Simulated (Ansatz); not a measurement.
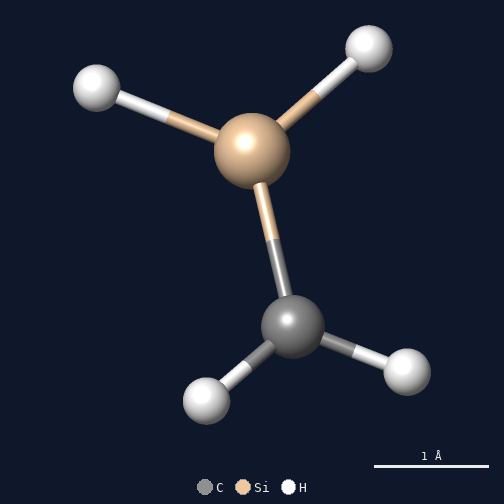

The picture shows a molecular structure as a ball-and-stick model. Every bond is drawn as one stick, whatever its order.

The geometry was computed by an optimisation with PBE0-D4/def2-TZVP. No frequency run is at hand to confirm it as a minimum.

Identify the structure.

It has 6 atoms: 1 carbon, 4 hydrogen and 1 silicon (CH4Si). The point group is C2v. All atoms lie on one plane. Coordination: 1 C trigonal planar; 1 Si trigonal planar.

More results for the same structure follow; atom numbers are the same in all pictures, views and colours differ.

**Geometry**

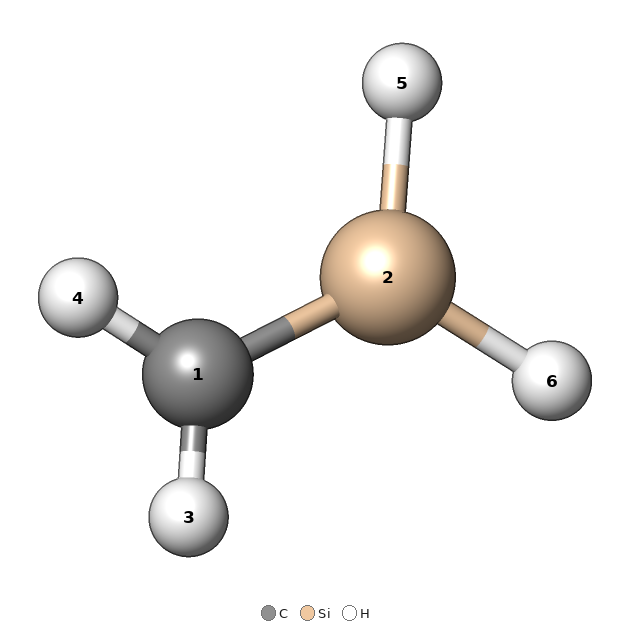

No frequency run is at hand to confirm it as a minimum.

Which atoms are bonded, and how long are the bonds?

```
  bond  length (Å)
C1–Si2       1.699
 C1–H3       1.084
 C1–H4       1.084
Si2–H5       1.478
Si2–H6       1.478
```

**Electronic properties**

No frequency run is at hand to confirm it as a minimum. Properties computed with RKS PBE0-D4/def2-TZVPP (Ansatz 0.2.0).

What does the calculation give?

- HOMO energy (Kohn–Sham orbital): −6.62 eV
- LUMO energy (Kohn–Sham orbital): −1.24 eV
- HOMO–LUMO gap: 5.39 eV

**Charges**

The questions are on Mulliken charges. No frequency run is at hand to confirm it as a minimum. Method: RKS PBE0-D4/def2-TZVP (Ansatz 0.2.0).

Give the Mulliken charges atom by atom.

```csv
atom,value (e)
C1,−0.46
Si2,0.15
H3,0.15
H4,0.15
H5,0.01
H6,0.01
```

**Dipole moment**

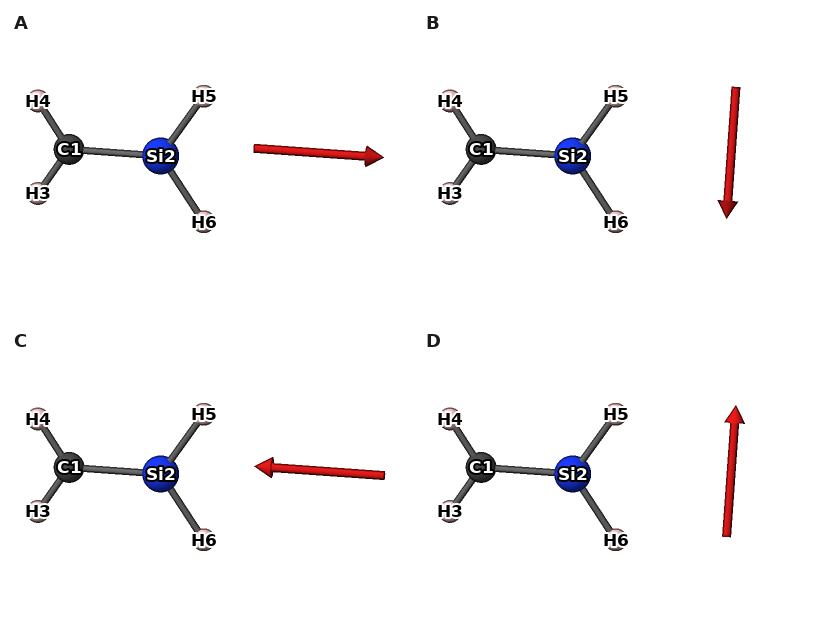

The same molecule four times, each with an arrow. No frequency run is at hand to confirm it as a minimum. Method: RKS PBE0-D4/def2-TZVP (Ansatz 0.2.0).

**Which arrow points along the dipole moment, from the negative to the positive end?**

A. The dipole moment is 0.75 D; it points from the side of H3, H4 to the side of H5, H6 (the outermost atoms at the two ends).

Mulliken values depend strongly on the basis set and can even reverse the polarity of a bond.
